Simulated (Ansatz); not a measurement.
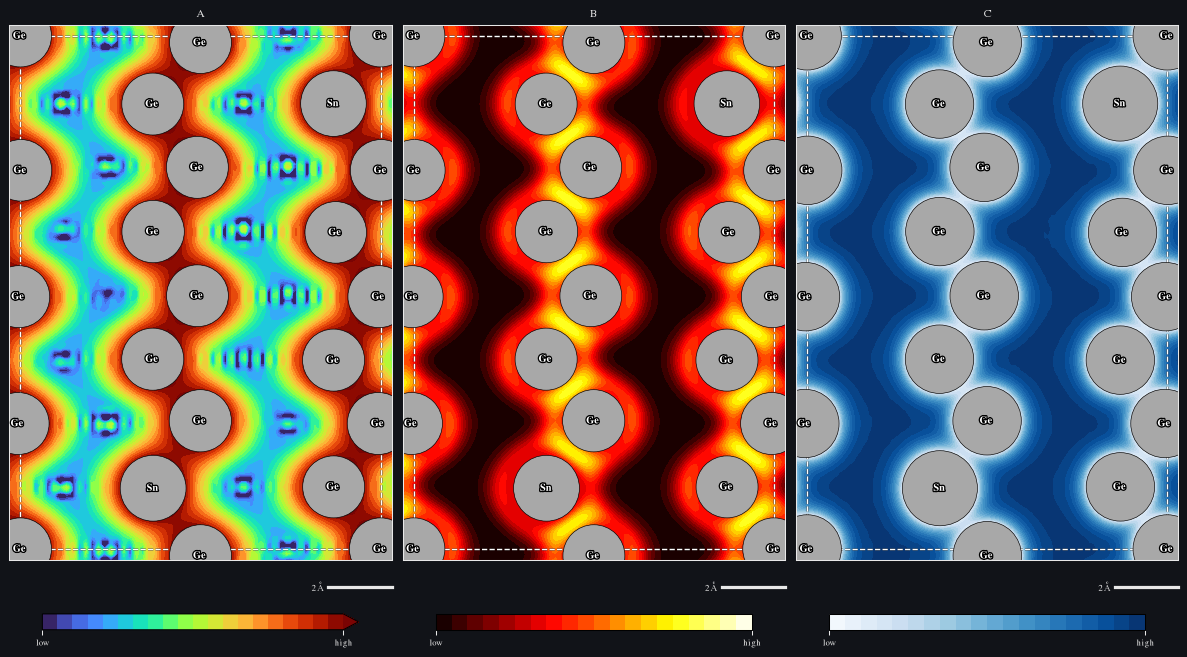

SnGe15: 3 fields on the (101) plane of the conventional cell, with unlabelled colour scales. Grey discs cover the atomic cores.

Space group P1.

Computed with DFT r2SCAN, scalar-relativistic, plane waves, PAW in Ansatz 0.2.0.

> Match the panels to the quantities (electron localisation function, electrostatic potential energy of an electron and valence pseudo-density).

Panel A: valence pseudo-density. Panel B: electron localisation function. Panel C: electrostatic potential energy of an electron (low next to the atoms, rising into the space between them). From the grid: Ge–Ge (2.45 Å): ρ at the midpoint is about 0.51 e/Å³; the ELF peaks at about 0.80 between the atoms: localised, covalent bonding. Sn–Ge (2.60 Å): ρ is about 0.46 e/Å³ halfway; the ELF peaks at about 0.75 between the atoms.
